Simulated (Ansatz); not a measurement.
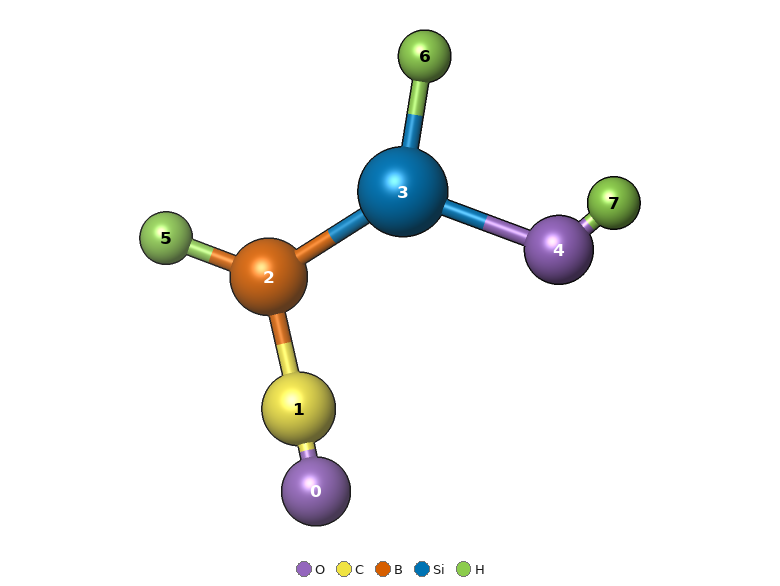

The structure as it stands in the input. Atoms are numbered from 0, in the order of the input.

Ansatz 0.2.0 input:

```yaml
crystal:
  periodic: [false, false, false]
  atoms:
    - {symbol: O, position_ang: [0.023785, -1.916349, 1.791706]}
    - {symbol: C, position_ang: [0.282834, -1.050952, 1.505855]}
    - {symbol: B, position_ang: [0.802100, 0.252973, 0.959562]}
    - {symbol: Si, position_ang: [0.046705, 0.520795, -0.704262]}
    - {symbol: O, position_ang: [-1.383943, -0.403368, -1.457556]}
    - {symbol: H, position_ang: [1.769819, 0.840284, 1.420528]}
    - {symbol: H, position_ang: [0.132603, 1.733970, -1.623833]}
    - {symbol: H, position_ang: [-1.759934, -0.093503, -2.098045]}
basis:
  gaussian: {orbitals: cc-pVDZ}
hamiltonian: {xc: {name: PBE0-DH}}
output: {forces: true}
```

Command:

```sh
ansatz run in.yaml --threads 2 --pin off --events-out ev --progress --plain --max-ram 4352MiB
```

Result:

```
Functional definition: PBE0-DH
  name "PBE0-DH"
  cite "Brémond & Adamo, J. Chem. Phys. 135, 024106 (2011) doi:10.1063/1.3604569"
  cite "Perdew, Burke & Ernzerhof, Phys. Rev. Lett. 77, 3865 (1996) doi:10.1103/PhysRevLett.77.3865"
  parameter a = 1/2
  parameter c = 1/8
  exchange = (1 - a)*pbe_x + a*exact_x
  correlation = (1 - c)*pbe_c + c*(mp2_os + mp2_ss)
833 factors; integrals over basis functions are off by at most 9.9e-4 eV
mean field evaluation 1: about -13708.7725 eV, gradient 5.2e1 eV
mean field evaluation 2: about -13709.3601 eV, gradient 5.2e1 eV
mean field evaluation 4: about -13714.4824 eV, gradient 5.7e0 eV
mean field evaluation 8: about -13714.5886 eV, gradient 6.1e-1 eV
mean field evaluation 16: about -13714.5898 eV, gradient 4.7e-4 eV
mean field -13714.58983383 eV, -504.0018803103 hartree, gradient 5.1e-6 eV, S^2 0.000000; 0 other end points of the search recorded, 0 dependent functions left out
9 core orbitals not correlated: weight in the atoms' cores, before any rotation towards them, 1.000 or more for the frozen orbitals, at most 0.000 for the correlated occupied ones
reference -13714.58984994 eV, -504.0018809026 hartree; 13, 13 occupied and 67, 67 virtual orbitals, 833 factors
second order -21.68885098 eV of doubles, -0.00000000 eV of singles
the calculation of the forces begins
Total energy: -13717.30095632 eV, -504.1015122241 hartree
Atom 0 at     0.023785    -1.916349     1.791706 Å, force   -13.199868   -42.254204    14.251364 eV/Å
Atom 1 at     0.282834    -1.050952     1.505855 Å, force    13.642912    42.109365   -14.108197 eV/Å
Atom 2 at     0.802100     0.252973     0.959562 Å, force    -0.036254     0.031500    -0.205192 eV/Å
Atom 3 at     0.046705     0.520795    -0.704262 Å, force    -3.051917    -0.355393    -2.133302 eV/Å
Atom 4 at    -1.383943    -0.403368    -1.457556 Å, force     9.530663    -4.832387    13.769277 eV/Å
Atom 5 at     1.769819     0.840284     1.420528 Å, force    -0.612676    -0.347228    -0.172602 eV/Å
Atom 6 at     0.132603     1.733970    -1.623833 Å, force     0.309413    -0.472597     0.404472 eV/Å
Atom 7 at    -1.759934    -0.093503    -2.098045 Å, force    -6.582273     6.120944   -11.805820 eV/Å
Dipole moment:    -0.031128    -0.126678     0.016509 e Å
```

The run converged.
